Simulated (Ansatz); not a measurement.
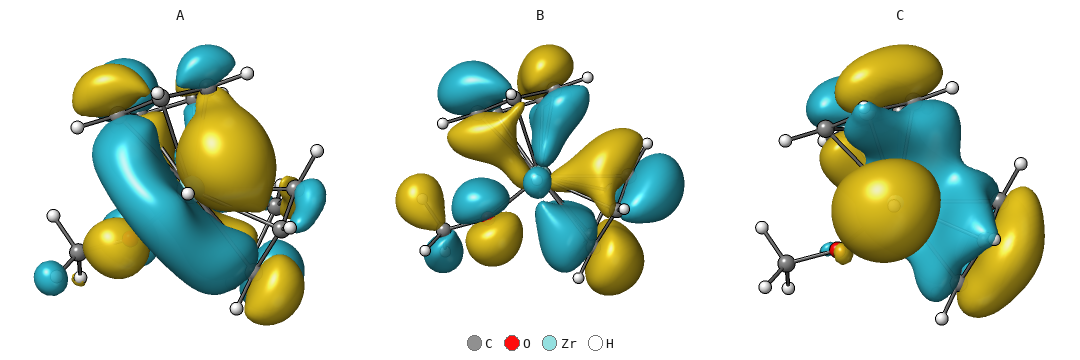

The picture shows: C$_{11}$H$_{14}$OZr (SMILES C[O][ZrH]12345678([CH]9[CH]1[CH]2[CH]3[CH]94)[CH]1[CH]5[CH]6[CH]7[CH]18). Three frontier orbitals at ±0.06 Å⁻³ᐟ² (yellow and cyan are the two phases), in no order.

Geometry: PBE0-D4/def2-TZVP; core potentials replace the inner electrons of Zr.

Level of theory: Ansatz, RKS PBE0-D4/def2-TZVPP.

```xyz
27

C    -1.4694   -2.5982    1.2334
O    -0.5017   -1.6831    0.8681
Zr    0.1908    0.0279    0.2685
C    -1.3199    1.4401   -1.1541
C    -0.6976    2.3290   -0.2498
C    -1.1536    2.0230    1.0495
C    -2.0620    0.9479    0.9462
C    -2.1679    0.5904   -0.4122
C     2.1019    0.9158   -1.1611
C     2.6982    0.3553   -0.0173
C     2.4642   -1.0409   -0.0452
C     1.7279   -1.3382   -1.2033
C     1.4775   -0.1268   -1.8858
H    -1.4669   -3.4633    0.5579
H    -2.4765   -2.1570    1.2137
H    -1.2845   -2.9667    2.2493
H     0.8870    0.6664    1.8514
H    -1.1903    1.4286   -2.2259
H     0.0035    3.1090   -0.5058
H    -0.8660    2.5260    1.9584
H    -2.5613    0.4612    1.7710
H    -2.7741   -0.2088   -0.8141
H     2.1077    1.9606   -1.4330
H     3.2453    0.8890    0.7434
H     2.7672   -1.7474    0.7132
H     1.3687   -2.3147   -1.4927
H     0.9515   -0.0249   -2.8236
```

Q: Which picture is the HOMO−1, the HOMO and the LUMO?

A: C is the HOMO−1 (−6.87 eV). It lies mainly on Zr3 (about 25 %), H17 (about 20 %), C10 (about 10 %), C13 (about 10 %) and C5 (about 5 %). B is the HOMO (−6.49 eV). It lies mainly on O2 (about 15 %), C9 (about 15 %), C11 (about 10 %), C12 (about 10 %), C7 (about 10 %) and Zr3 (about 5 %). A is the LUMO (−0.71 eV). Its weight (Hirshfeld) is mainly on Zr3 (about 45 %), O2 (about 10 %), C8 (about 10 %) and C12 (about 5 %).

Q: What is the HOMO–LUMO gap?

A: 5.78 eV between the orbital energies.
